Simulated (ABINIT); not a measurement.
# A GW chain in ABINIT: SnO2 (Cassiterite), part 3 of 3

Wanted: ground state, empty states, screening and self-energy for SnO2 (Cassiterite).

ABINIT 10.8.3; PBE and many-body steps on it, plane waves. Known limits of the many-body steps: not at the basis limit; no spin-orbit coupling; coarse k mesh.

So far. Step 3 (Bands along the symmetry lines): The gap is 1.284 eV, as in the run before at this level. Step 4 (Empty states on the mesh, 2×2×4 mesh, 159 bands): On this mesh the gap is 1.284 eV.

## 5. Screening, 2×2×4 mesh, 145 bands, screening to 106.1 eV

The RPA dielectric matrix is built and inverted for each q.

This step: RPA screening on PBE, plane waves, norm-conserving pseudopotentials.

run.abi reads:

```
acell 3*1.0 Angstrom
rprim 
  4.738000000000 0.000000000000 0.000000000000
  0.000000000000 4.738000000000 0.000000000000
  0.000000000000 0.000000000000 3.186500000000
ntypat 2
znucl 50 8
natom 6
typat 1 1 2 2 2 2
xred 
  0.000000000000 0.000000000000 0.000000000000
  0.500000000000 0.500000000000 0.500000000000
  0.307100000000 0.307100000000 0.000000000000
  0.192900000000 0.807100000000 0.500000000000
  0.692900000000 0.692900000000 0.000000000000
  0.807100000000 0.192900000000 0.500000000000
pp_dirpath "pseudos"
pseudos "Sn.upf, O.upf"
ecut 42
ngkpt 2 2 4
nshiftk 1
shiftk 0 0 0
kptopt 1
chksymbreak 0
istwfk *1
occopt 1
irdwfk 1
optdriver 3
nband 145
ecuteps 3.9
inclvkb 2
awtr 1
symchi 1
indata_prefix "in"
outdata_prefix "out"
tmpdata_prefix "tmp"
```

Started as:

```console
$ OMP_NUM_THREADS=1 mpirun -n 4 abinit run.abi > log
```

Numbers of over 12 decimals in the logs are rounded to 6 here.

What it wrote:

```text
.Version 10.8.3 of ABINIT. v10.8.2 released Aug 2026.

 Symmetries : space group P4_2/m n m (#136); Bravais tP (primitive tetrag.)
[... echo of the input left out ...]
== DATASET  1 ==================================================================
-   mpi_nproc: 4, omp_nthreads: 1 (-1 if OMP is not activated)

--- !DatasetInfo
iteration_state: {dtset: 1, }
dimensions: {natom: 6, nkpt: 9, mband: 145, nsppol: 1, nspinor: 1, nspden: 1, mpw: 6312, }
cutoff_energies: {ecut:  42.0, pawecutdg:  -1.0, }
electrons: {nelect:   6.80000000E+01, charge:   0.00000000E+00, occopt:   1.00000000E+00, tsmear:   1.00000000E-02, }

 SCREENING: Calculation of the susceptibility and dielectric matrices

 Based on a program developped by R.W. Godby, V. Olevano, G. Onida, and L. Reining.
 Incorporated in ABINIT by V. Olevano, G.-M. Rignanese, and M. Torrent.
.Using double precision arithmetic ; gwpc =  8

[... cell and pseudopotentials left out ...]
--------------------------------------------------------------------------------

 ==== K-mesh for the wavefunctions ====
 Number of points in the irreducible wedge :     9
[... list of points left out ...]
 Together with 16 symmetry operations and time-reversal symmetry
 yields    16 points in the full Brillouin Zone.

 ==== Q-mesh for the screening function ====
 Number of points in the irreducible wedge :     9
[... list of points left out ...]
 Together with 16 symmetry operations and time-reversal symmetry
 yields    16 points in the full Brillouin Zone.

 setmesh: FFT mesh size selected  =    36x   36x   24
          total number of points  =        31104

 vcoul_init : cutoff-mode = AUXILIARY_FUNCTION
 q-points for optical limit:   1
     1)      0.000010    0.000020    0.000030

- screening: taking advantage of time-reversal symmetry
- Maximum band index for partially occupied states nbvw = 34
- Remaining bands to be divided among processors   nbcw = 111
- Number of bands treated by each node ~27

 Number of electrons calculated from density =   68.0000; Expected =   68.0000
 average of density, n =  0.140867
 r_s =    1.1923
 omega_plasma =   36.2043 [eV]

 calculating chi0 at frequencies [eV] :
  1    0.000000E+00    0.000000E+00
  2    0.000000E+00    3.620427E+01

--------------------------------------------------------------------------------
  q-point number  1        q = ( 0.000000, 0.000000, 0.000000) [r.l.u.]
--------------------------------------------------------------------------------
[... chi0 elements left out ...]
 For q-point:  0.000010 0.000020 0.000030
  dielectric constant =   5.1522
  dielectric constant without local fields =   5.3734

  Average fulfillment of the sum rule on Im[epsilon] for q-point    1 :     54.86  [%]
[... wings left out ...]
  q-point number  2        q = ( 0.500000, 0.000000, 0.000000) [r.l.u.]
--------------------------------------------------------------------------------
[... chi0 elements left out ...]
  Average fulfillment of the sum rule on Im[epsilon] for q-point    2 :     62.90  [%]

 [... 7 further q-points ...]
```

The job ended after 69 s (4 MPI ranks of Arm Neoverse V2, shared host; peak memory 1.7 GiB).

This step gave:

* ε∞ with local fields, on this mesh, along the program's q direction: 5.152
* the same without local fields: 5.373
* plasma frequency: 36.20 eV
* plane waves in the screening matrix: 177

Local fields lower ε∞ by 4 %. On a Γ-centred mesh this coarse the value itself is usually too large, while a short band sum pulls it down.

## 6. Self-energy, 2×2×4 mesh, 145 bands, screening to 106.1 eV

The self-energy is evaluated for the states that the input lists, and the levels follow from it, in one-shot runs by the linearised quasiparticle equation.

This step: G0W0 on PBE, plane waves, norm-conserving pseudopotentials.

run.abi: that of step 5 with these lines changed.

```diff
@@ -27,8 +27,31 @@
 irdwfk 1
-optdriver 3
+optdriver 4
 nband 145
+gwcalctyp 0
+ecutsigx 42
+symsigma 1
+nkptgw 9
+kptgw 
+  0.0000000000 0.0000000000 0.0000000000
+  0.5000000000 0.0000000000 0.0000000000
+  0.5000000000 0.5000000000 0.0000000000
+  0.0000000000 0.0000000000 0.2500000000
+  0.5000000000 0.0000000000 0.2500000000
+  0.5000000000 0.5000000000 0.2500000000
+  0.0000000000 0.0000000000 0.5000000000
+  0.5000000000 0.0000000000 0.5000000000
+  0.5000000000 0.5000000000 0.5000000000
+bdgw 
+  23 38
+  23 38
+  23 38
+  23 38
+  23 38
+  23 38
+  23 38
+  23 38
+  23 38
 ecuteps 3.9
-inclvkb 2
-awtr 1
-symchi 1
+irdscr 1
+ppmodel 1
 indata_prefix "in"
```

What it wrote:

```text
.Version 10.8.3 of ABINIT. v10.8.2 released Aug 2026.

 Symmetries : space group P4_2/m n m (#136); Bravais tP (primitive tetrag.)
[... echo of the input left out ...]
== DATASET  1 ==================================================================
-   mpi_nproc: 4, omp_nthreads: 1 (-1 if OMP is not activated)

--- !DatasetInfo
iteration_state: {dtset: 1, }
dimensions: {natom: 6, nkpt: 9, mband: 145, nsppol: 1, nspinor: 1, nspden: 1, mpw: 6312, }
cutoff_energies: {ecut:  42.0, pawecutdg:  -1.0, }
electrons: {nelect:   6.80000000E+01, charge:   0.00000000E+00, occopt:   1.00000000E+00, tsmear:   1.00000000E-02, }

 SIGMA: Calculation of the GW corrections

 Based on a program developped by R.W. Godby, V. Olevano, G. Onida, and L. Reining.
 Incorporated in ABINIT by V. Olevano, G.-M. Rignanese, and M. Torrent.
.Using double precision arithmetic ; gwpc =  8

[... cell and pseudopotentials left out ...]
--------------------------------------------------------------------------------

 ==== K-mesh for the wavefunctions ====
 Number of points in the irreducible wedge :     9
[... list of points left out ...]
 Together with 16 symmetry operations and time-reversal symmetry
 yields    16 points in the full Brillouin Zone.

 ==== Q-mesh for screening function ====
 Number of points in the irreducible wedge :     9
[... list of points left out ...]
 Together with 16 symmetry operations and time-reversal symmetry
 yields    16 points in the full Brillouin Zone.

 vcoul_init : cutoff-mode = AUXILIARY_FUNCTION
 q-points for optical limit:   1
     1)      0.000010    0.000020    0.000030
 setmesh: FFT mesh size selected  =    54x   54x   36
          total number of points  =       104976

 Number of electrons calculated from density =   68.0000; Expected =   68.0000
 average of density, n =  0.140867
 r_s =    1.1923
 omega_plasma =   36.2043 [eV]

 === KS Band Gaps ===
  >>>> For spin  1
   Minimum direct gap =   1.2836 [eV], located at k-point      :   0.0000  0.0000  0.0000
   Fundamental gap    =   1.2836 [eV], Top of valence bands at :   0.0000  0.0000  0.0000
                                       Bottom of conduction at :   0.0000  0.0000  0.0000
 SIGMA fundamental parameters:
 PLASMON POLE MODEL  1
 number of plane-waves for SigmaX                 6273
 number of plane-waves for SigmaC and W            177
 number of plane-waves for wavefunctions          6273
 number of bands                                   145
 number of independent spin polarizations            1
 number of spinorial components                      1
 number of k-points in IBZ                           9
 number of q-points in IBZ                           9
 number of symmetry operations                      16
 number of k-points in BZ                           16
 number of q-points in BZ                           16
 number of frequencies for dSigma/dE                 9
 frequency step for dSigma/dE [eV]                0.25
 number of omega for Sigma on real axis              0
 max omega for Sigma on real axis  [eV]           0.00
 zcut for avoiding poles [eV]                     0.10

 EPSILON^-1 parameters (SCR file):
 dimension of the eps^-1 matrix on file            177
 dimension of the eps^-1 matrix used               177
 number of plane-waves for wavefunctions          6273
 number of bands                                   145
 number of q-points in IBZ                           9
 number of frequencies                               2
 number of real frequencies                          1
 number of imag frequencies                          1

 matrix elements of self-energy operator (all in [eV])

 Perturbative Calculation

--- !SelfEnergy_ee
iteration_state: {dtset: 1, }
kpoint     : [   0.000,    0.000,    0.000, ]
spin       : 1
KS_gap     :    1.284
QP_gap     :    2.618
Delta_QP_KS:    1.335
data: !SigmaeeData |
     Band     E0 <VxcDFT>   SigX SigC(E0)      Z dSigC/dE  Sig(E)    E-E0       E
       23  -1.318 -17.037 -23.263   5.062   0.783  -0.278 -17.948  -0.911  -2.229
       24   2.724 -17.642 -23.411   4.821   0.796  -0.256 -18.397  -0.755   1.969
       25   2.724 -17.642 -23.411   4.821   0.796  -0.256 -18.397  -0.755   1.969
       26   2.813 -18.077 -23.610   4.699   0.796  -0.256 -18.740  -0.664   2.150
       27   3.681 -16.757 -23.294   5.247   0.792  -0.262 -17.779  -1.022   2.660
       28   4.732 -19.782 -24.614   4.448   0.800  -0.249 -20.089  -0.307   4.425
       29   4.821 -20.737 -25.570   4.420   0.806  -0.241 -21.069  -0.333   4.488
       30   5.532 -20.699 -25.469   4.442   0.803  -0.246 -20.962  -0.263   5.269
       31   5.532 -20.699 -25.469   4.442   0.803  -0.246 -20.962  -0.263   5.269
       32   6.013 -20.019 -25.554   5.065   0.796  -0.257 -20.392  -0.374   5.640
[...]
--- !SelfEnergy_ee
iteration_state: {dtset: 1, }
kpoint     : [   0.500,    0.000,    0.000, ]
spin       : 1
KS_gap     :    5.069
QP_gap     :    6.909
Delta_QP_KS:    1.840
data: !SigmaeeData |
     Band     E0 <VxcDFT>   SigX SigC(E0)      Z dSigC/dE  Sig(E)    E-E0       E
[...]
--- !SelfEnergy_ee
iteration_state: {dtset: 1, }
kpoint     : [   0.500,    0.500,    0.000, ]
spin       : 1
KS_gap     :    5.725
QP_gap     :    7.836
Delta_QP_KS:    2.111
data: !SigmaeeData |
     Band     E0 <VxcDFT>   SigX SigC(E0)      Z dSigC/dE  Sig(E)    E-E0       E
[...]
--- !SelfEnergy_ee
iteration_state: {dtset: 1, }
kpoint     : [   0.000,    0.000,    0.250, ]
spin       : 1
KS_gap     :    4.339
QP_gap     :    6.285
Delta_QP_KS:    1.946
data: !SigmaeeData |
     Band     E0 <VxcDFT>   SigX SigC(E0)      Z dSigC/dE  Sig(E)    E-E0       E
[...]
--- !SelfEnergy_ee
iteration_state: {dtset: 1, }
kpoint     : [   0.500,    0.000,    0.250, ]
spin       : 1
KS_gap     :    6.404
QP_gap     :    8.629
Delta_QP_KS:    2.225
data: !SigmaeeData |
     Band     E0 <VxcDFT>   SigX SigC(E0)      Z dSigC/dE  Sig(E)    E-E0       E
[...]
--- !SelfEnergy_ee
iteration_state: {dtset: 1, }
kpoint     : [   0.500,    0.500,    0.250, ]
spin       : 1
KS_gap     :    6.029
QP_gap     :    7.883
Delta_QP_KS:    1.855
data: !SigmaeeData |
     Band     E0 <VxcDFT>   SigX SigC(E0)      Z dSigC/dE  Sig(E)    E-E0       E
[...]
--- !SelfEnergy_ee
iteration_state: {dtset: 1, }
kpoint     : [   0.000,    0.000,    0.500, ]
spin       : 1
KS_gap     :    7.473
QP_gap     :    9.996
Delta_QP_KS:    2.523
data: !SigmaeeData |
     Band     E0 <VxcDFT>   SigX SigC(E0)      Z dSigC/dE  Sig(E)    E-E0       E
[...]
--- !SelfEnergy_ee
iteration_state: {dtset: 1, }
kpoint     : [   0.500,    0.000,    0.500, ]
spin       : 1
KS_gap     :    7.199
QP_gap     :    9.372
Delta_QP_KS:    2.173
data: !SigmaeeData |
     Band     E0 <VxcDFT>   SigX SigC(E0)      Z dSigC/dE  Sig(E)    E-E0       E
[...]
--- !SelfEnergy_ee
iteration_state: {dtset: 1, }
kpoint     : [   0.500,    0.500,    0.500, ]
spin       : 1
KS_gap     :    5.756
QP_gap     :    7.771
Delta_QP_KS:    2.015
data: !SigmaeeData |
     Band     E0 <VxcDFT>   SigX SigC(E0)      Z dSigC/dE  Sig(E)    E-E0       E
[...]
34   5.951 -19.569 -25.632   5.394   0.793  -0.261 -20.100  -0.531   5.420
       35  11.707 -17.029 -11.679  -3.584   0.840  -0.190 -15.545   1.484  13.191
       36  11.707 -17.029 -11.679  -3.584   0.840  -0.190 -15.545   1.484  13.191
       37  15.704 -11.894  -6.603  -4.224   0.852  -0.174 -10.985   0.909  16.613
       38  15.704 -11.894  -6.603  -4.224   0.852  -0.174 -10.985   0.909  16.613

 New Fermi energy :        2.833953E-01 Ha ,    7.711578E+00 eV

 === QP Band Gaps ===
  >>>> For spin  1
   Minimum direct gap =   2.6183 [eV], located at k-point      :   0.0000  0.0000  0.0000
   Fundamental gap    =   2.6183 [eV], Top of valence bands at :   0.0000  0.0000  0.0000
                                       Bottom of conduction at :   0.0000  0.0000  0.0000

== END DATASET(S) ==============================================================
================================================================================

 -outvars: echo values of variables after computation  --------
           etotal      0.0000000000E+00
            nband         145
             nkpt           9
          spgroup         136
 [... the other variables as echoed above ...]

 Calculation completed.
```

The job ended after 1.7 min (4 MPI ranks; peak memory 2 GiB).

Numbers from this step:

| Property | Result |
| --- | --- |
| G0W0 gap on the mesh | 2.619 eV |
| starting gap on the mesh | 1.284 eV |
| k of the valence top | 0, 0, 0 |
| k of the conduction bottom | 0, 0, 0 |
| Z at the valence top | 0.795 |
| Z at the conduction bottom | 0.845 |
| least direct G0W0 gap on the computed points | 2.619 eV |

The gap on the mesh goes from 1.28 eV to 2.62 eV, a correction of +1.34 eV.

Limits: finite bands, cutoff and mesh; no spin-orbit coupling; coarse k mesh. v1 is the top filled band, c1 the lowest empty one. Levels before and after the correction, in eV, zero at the valence-band top of each column:

```csv
,conduction bottom,valence top
Kohn-Sham,1.28,0.00
G0W0,2.62,0.00
```

```csv
,level,energy (eV)
Kohn-Sham,Γ v4,-1.245
Kohn-Sham,Γ v3-v2,-0.764
Kohn-Sham,Γ v1,0.000
Kohn-Sham,Γ c1,1.284
Kohn-Sham,Γ c2,6.143
Kohn-Sham,Γ c3-c4,6.388
G0W0,Γ v4,-1.133
G0W0,Γ v3-v2,-0.762
G0W0,Γ v1,0.000
G0W0,Γ c1,2.619
G0W0,Γ c2,8.028
G0W0,Γ c3-c4,7.604
```

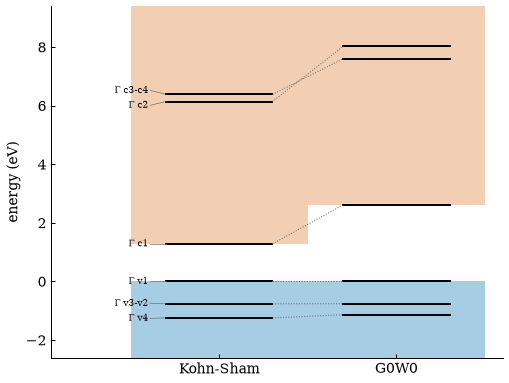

Levels before and after the correction. Shaded: valence and conduction bands.

## 7. Where the time went

Times are wall times on 4 MPI ranks of Arm Neoverse V2, shared host, good to a factor of about two.

```csv
step,time,share,memory (GiB)
ground state,61 s,16 %,0.42
bands along the symmetry lines,75 s,19 %,0.61
empty states on the mesh,81 s,21 %,0.44
screening,69 s,18 %,1.7
self-energy,1.7 min,26 %,2.0
```

## 8. Outcome

* PBE gap: 1.28 eV, direct
* G0W0 gap on the mesh: 2.62 eV
* GW settings: 2×2×4 mesh, 145 bands, screening to 106.1 eV, Godby-Needs plasmon pole
* known limits: not at the basis limit; no spin-orbit coupling; coarse k mesh

**Reading.** G0W0 moves the gap on the mesh from 1.28 eV to 2.62 eV (+1.34 eV), with Z of 0.80 and 0.84 at the edges. Local fields lower the RPA ε∞ on this mesh from 5.37 to 5.15; a Γ-centred mesh this coarse tends to raise both, most where the direct gap is narrow, while a short band sum lowers them. Against experiment, by G0W0@PBE: the gap of 2.62 eV lies −0.98 eV from the measured 3.6 eV (kind not stated, quoted 2022). The calculation has static nuclei and no excitons; a measured gap holds zero-point and thermal motion, which mostly lowers it. Against the values above the computed gap that would widen the miss. An edge that is forbidden or weak in absorption could explain it, and so could too strong a screening: the start's gap is only 1.28 eV, the mesh is coarse, and one shot does not repair that. Bands and cutoff are finite, so the gap is not at the basis limit. The miss can reach some tenths of an eV and take either sign; the mesh is an error of its own. The 2×2×4 mesh is coarse for this cell, which bears on the long-range parts of exchange and screening. The many-body steps are scalar-relativistic: spin-orbit coupling is not in them.

[Paths, hosts, dates, memory and timing lines, banners, echoed tables and standing remarks are left out of the program output.]

[Logs are printed without paths, hosts, clocks, repeated set-up lines and the standing remarks that a program may print on its own settings, such as how far it seeks lower states.]

[Runs of the session that timed out or met a known fault of the program may be left out.]

[Hosts, paths, dates, database ids (printed as entryN), source tags and the programs' standing remarks are cut or masked in the printed files.]

[G0W0 gaps are taken among the corrected bands and points alone; a level outside them can change the order at an edge.]

[Where Ansatz stands beside ABINIT at settings called matched, ABINIT's density can come from a denser mesh and the files from another edition; pairs whose starting gaps differed by over 0.03 eV were left out, so agreement reads better than it is.]
